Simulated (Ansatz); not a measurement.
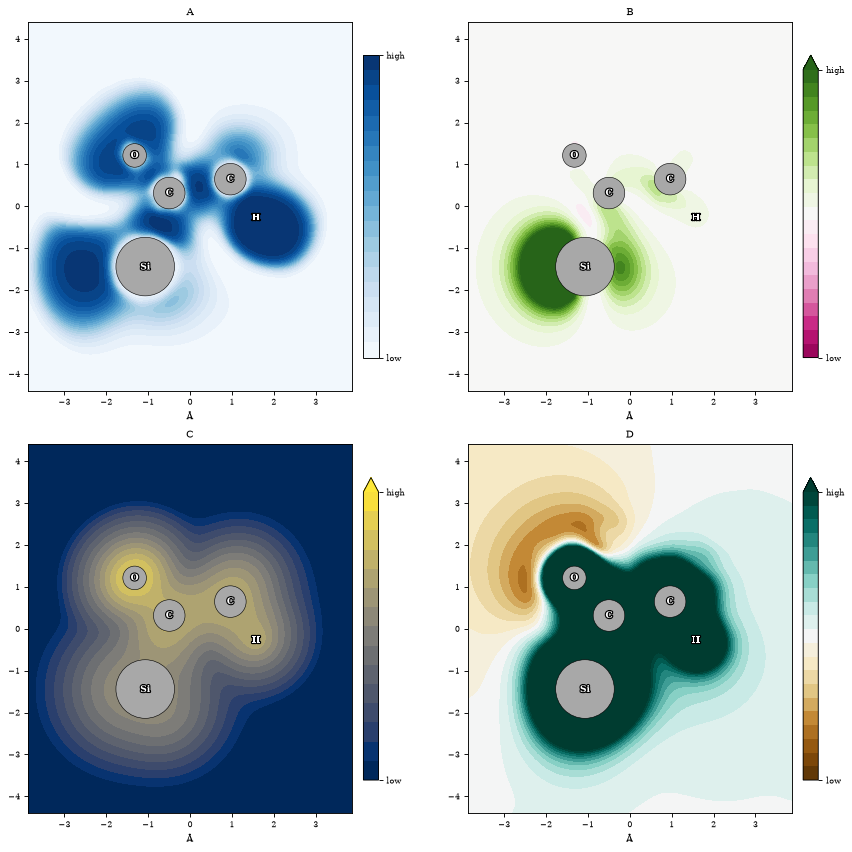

C2H5OSi (SMILES CC(=O)[SiH2]) (doublet): 4 fields on the plane of atoms C1, C2 and O3, with unlabelled colour scales. Grey discs cover the atomic cores.

Not at a stationary point (largest force 1.9 eV/Å).

Method: Ansatz 0.2.0, SCF cam_b3lyp, Gaussian basis.

Question: Which field does each panel show? The fields are: electron density, electron localisation function, electrostatic potential and spin density.

Answer: Panel A: electron localisation function. Panel B: spin density (confined to the atoms that carry the unpaired spin). Panel C: electron density. Panel D: electrostatic potential (strongly positive close to the atoms, with negative regions outside electron-rich atoms). From the grid: C–O (1.22 Å): ρ is about 3.2 e/Å³ halfway; the ELF peaks at about 0.90 between the atoms (a multiple bond). C–C (1.50 Å): ρ is about 1.8 e/Å³ halfway; the ELF peaks at about 0.95 between the atoms, as expected for a covalent bond.
